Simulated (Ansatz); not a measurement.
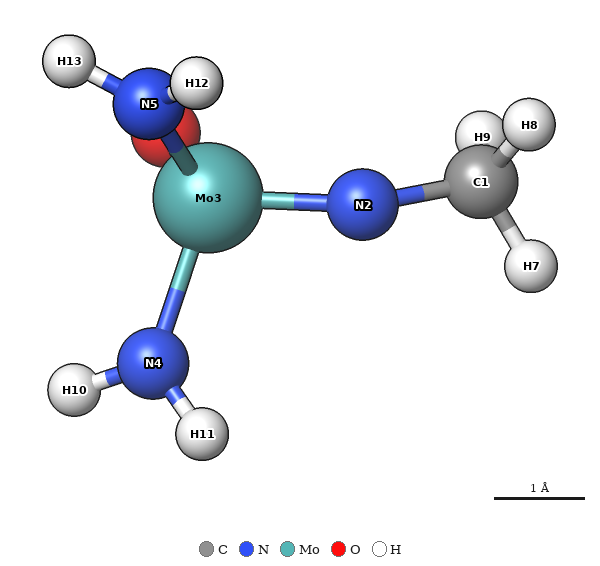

The structure as given in the input (ball-and-stick view, seen at a tilt; atoms are numbered from 1 in the order of the input). Sticks mark near contacts. Bond lengths as drawn: C–H 1.10 Å, C–N 1.42 Å, H–N 1.01 Å, Mo–N 1.73 to 1.94 Å and Mo–O 1.69 Å.

## What a change does: single-point calculation on CH7MoN3O

System: CH7MoN3O.
Method of run 1: RKS SPW92 (LDA)/def2-TZVPP (Ansatz 0.2.0).

The geometry comes from this level: PBE0-D4/def2-TZVP. Text and figures count atoms from 1; the logs count them from 0 in places.

**Input file, run 1**
```yaml
crystal:
  periodic: [false, false, false]
  atoms:
    - {symbol: C, position_ang: [-1.228623, -1.634715, -1.125634]}
    - {symbol: N, position_ang: [-0.316265, -0.765917, -0.469513]}
    - {symbol: Mo, position_ang: [0.033892, 0.703188, 0.378856]}
    - {symbol: N, position_ang: [0.737089, 0.155275, 2.106626]}
    - {symbol: N, position_ang: [1.353780, 1.632070, -0.705196]}
    - {symbol: O, position_ang: [-1.319744, 1.690081, 0.600188]}
    - {symbol: H, position_ang: [-1.245380, -2.608136, -0.622948]}
    - {symbol: H, position_ang: [-0.906084, -1.804723, -2.158875]}
    - {symbol: H, position_ang: [-2.247538, -1.232307, -1.140172]}
    - {symbol: H, position_ang: [0.729523, 0.756831, 2.916232]}
    - {symbol: H, position_ang: [1.042969, -0.774909, 2.340229]}
    - {symbol: H, position_ang: [1.877386, 1.221670, -1.460691]}
    - {symbol: H, position_ang: [1.509497, 2.626792, -0.644302]}
basis:
  gaussian: {orbitals: def2-TZVPP}
hamiltonian: {xc: lda}
output: {orbitals: {seedname: orbitals}}
```

Launched with:
```bash
ansatz run in.yaml --threads 4 --pin off --events-out ev --progress --plain --max-ram 11315MiB
```

Hardware: 4 threads of Arm Neoverse V1, 23 GiB of memory available, shared host.

**Output (run 1)**
```
Functional definition: SPW92
  exchange = slater_x
  correlation = pw_c
1508 factors; their error is unknown
mean field evaluation 1: about -9428.4895 eV, gradient 1.5e2 eV
mean field evaluation 2: about -9171.4808 eV, gradient 3.7e2 eV
mean field evaluation 4: about -9454.0017 eV, gradient 8.7e1 eV
mean field evaluation 8: about -9467.0245 eV, gradient 5.2e0 eV
mean field evaluation 16: about -9467.0581 eV, gradient 2.8e-2 eV
mean field -9467.05809216 eV, -347.9079678843 hartree, gradient 8.4e-5 eV, S^2 0.000000; 0 other end points of the search recorded, 0 dependent functions left out
reference -9467.05816735 eV, -347.9079706475 hartree; 28, 28 occupied and 281, 281 virtual orbitals, 1508 factors
Total energy: -9467.05816735 eV, -347.9079706475 hartree
```

The input of run 2 differs as follows (lines with − go, lines with + come):
```diff
-hamiltonian: {xc: lda}
+hamiltonian: {xc: {name: revPBE}, dispersion: d4}
```

How does run 2 compare with run 1?

The total energies belong to different models, so their difference says nothing on which is more stable or more accurate. The HOMO goes from −5.85 to −5.59 eV. The LUMO goes from −1.99 to −1.74 eV. On the same kind of shared host run 2 took about 1.9 times as long.

**Output (run 2)**
```
Functional definition: revPBE
  parameter kappa = 1.245
  parameter beta = 0.06672455060314922
  exchange = pbe_x(kappa = kappa, mu = beta*pi^2/3)
  correlation = pbe_c(beta = beta)
1508 factors; their error is unknown
mean field evaluation 1: about -9495.2799 eV, gradient 1.4e2 eV
mean field evaluation 2: about -9237.9791 eV, gradient 3.6e2 eV
mean field evaluation 4: about -9518.2626 eV, gradient 8.5e1 eV
mean field evaluation 8: about -9530.8084 eV, gradient 5.1e0 eV
mean field evaluation 16: about -9530.8380 eV, gradient 1.7e-2 eV
mean field -9530.83800072 eV, -350.2518362926 hartree, gradient 3.5e-5 eV, S^2 0.000000; 0 other end points of the search recorded, 0 dependent functions left out
reference -9530.83810217 eV, -350.2518400206 hartree; 28, 28 occupied and 281, 281 virtual orbitals, 1508 factors
Total energy: -9531.76621488 eV, -350.2859475336 hartree
```

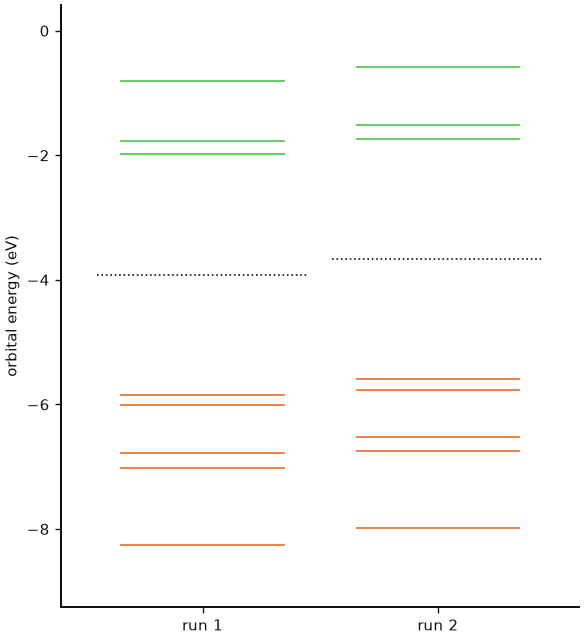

The five highest filled and three lowest empty orbital energies of the two runs; the dotted lines part filled from empty levels. The HOMO–LUMO gap is 3.87 eV in run 1 and 3.85 eV in run 2.

**The two runs side by side**

| quantity | run 1 | run 2 |
| --- | --- | --- |
| outcome | converged | converged |
| total energy (hartree) | −347.907971 | −350.285948 |
| HOMO (eV) | −5.85 | −5.59 |
| LUMO (eV) | −1.99 | −1.74 |
| basis functions | 309 | 309 |
| wall time (shared host) | 2 s | 3.9 s |
